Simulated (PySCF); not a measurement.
```xyz
14

C     2.4745   -0.0233    0.0574
C     1.0448    0.0124   -0.4182
O     0.5235    1.1015   -0.5091
O     0.3685   -1.1408   -0.4431
C    -0.9838   -1.0785   -0.7162
C    -1.6532   -0.2960    0.4586
O    -1.0322    0.0897    1.4401
O    -2.9286   -0.2046    0.3143
H     2.4146   -0.4597    1.0726
H     2.9218    0.9346    0.0735
H     3.1049   -0.6867   -0.5608
H    -1.0866   -0.3871   -1.5482
H    -1.2686   -2.1138   -0.9256
H    -3.3872    0.1913    1.0836
```

Geometry: GFN2-xTB, MD frame at 250 fs, 300 K.

Level of theory: PySCF, PBE0/pcSseg-1, SCF density, gas phase, non-relativistic.

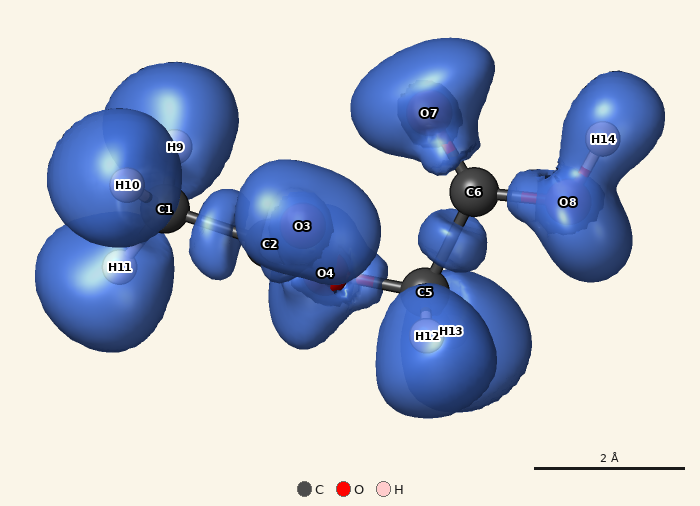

C₄H₆O₄ (acetoxyacetic acid). Isosurface of the ELF at 0.75 (blue), seen at a tilt. Core shells and regions of very low density are left out.

**Where are the electrons localised?**

At this value the surface marks out two regions between bonded C–C atoms (shared pairs), five regions around hydrogen nuclei, three regions on O in which the atom's valence shell and bonds are merged and one joined region spread over several atoms (H, O), in which their bonds and any lone pairs are merged. Along the contacts the grid gives the following. C–O (1.21 Å): the ELF peaks at about 0.85 between the atoms (a short, multiple covalent bond). C–C (1.51 Å): the ELF peaks at about 0.95 between the atoms; a covalent bond.
